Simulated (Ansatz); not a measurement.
System NaCaSe₆ (space group Fm-3m, No. 225); source of the atomic positions: the end point of a relaxation with DFT PBE, scalar-relativistic, plane waves, PAW (Ansatz); the starting structure was generated, so it need not be a known form of this composition.

```
CELL_PARAMETERS angstrom
10.78688 0.00000 0.00000
0.00000 10.78688 0.00000
0.00000 0.00000 10.78688
ATOMIC_POSITIONS crystal
Na 0.00000 0.00000 0.00000
Ca 0.50000 0.00000 0.00000
Se 0.24556 0.00000 0.00000
Se 0.50000 0.74556 0.00000
Se 0.50000 0.00000 0.74556
Se 0.75444 0.00000 0.00000
Se 0.50000 0.25444 0.00000
Se 0.00000 0.00000 0.75444
Na 0.00000 0.50000 0.50000
Ca 0.50000 0.50000 0.50000
Se 0.24556 0.50000 0.50000
Se 0.50000 0.24556 0.50000
Se 0.50000 0.50000 0.24556
Se 0.75444 0.50000 0.50000
Se 0.50000 0.75444 0.50000
Se 0.00000 0.50000 0.25444
Na 0.50000 0.00000 0.50000
Ca 0.00000 0.00000 0.50000
Se 0.74556 0.00000 0.50000
Se 0.00000 0.74556 0.50000
Se 0.00000 0.00000 0.24556
Se 0.25444 0.00000 0.50000
Se 0.00000 0.25444 0.50000
Se 0.50000 0.00000 0.25444
Na 0.50000 0.50000 0.00000
Ca 0.00000 0.50000 0.00000
Se 0.74556 0.50000 0.00000
Se 0.00000 0.24556 0.00000
Se 0.00000 0.50000 0.74556
Se 0.25444 0.50000 0.00000
Se 0.00000 0.75444 0.00000
Se 0.50000 0.50000 0.75444
```

Bonds are taken as Ca–Se below 3.1 Å and Na–Se below 3 Å; no other contact counts. The graph is simplified in the usual way: terminal and isolated atoms are pruned, two-connected atoms become edges.

Derive the underlying net.

The result is a uninodal 6-connected, three-periodic net: Na and Ca are 6-connected nodes. Se becomes part of the edges. It is the pcu net, known from NaCl, ReO3 and the B-X framework of perovskite. It is a single net, without interpenetration.

| node | links | point symbol | coordination sequence |
| --- | --- | --- | --- |
| Na and Ca | 6 | 4^12.6^3 | 6 18 38 66 102 146 198 258 326 402 |

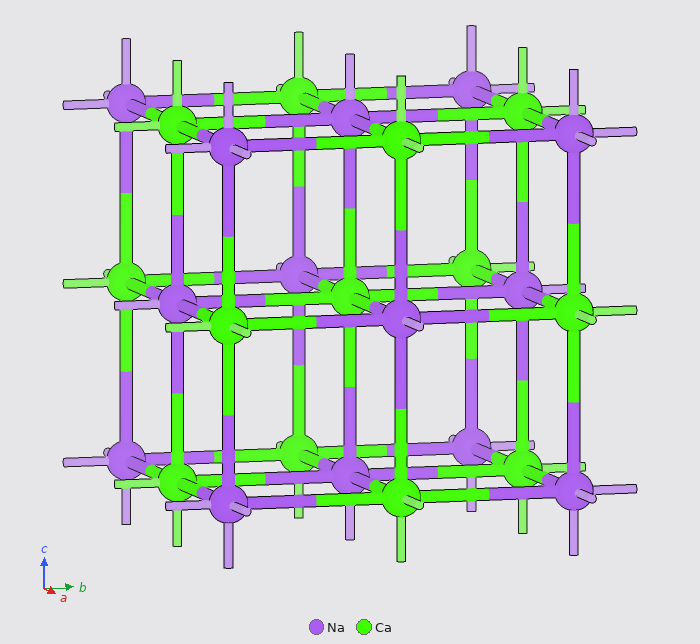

Nodes are coloured by element. Edges to nodes outside the piece are drawn as stubs.
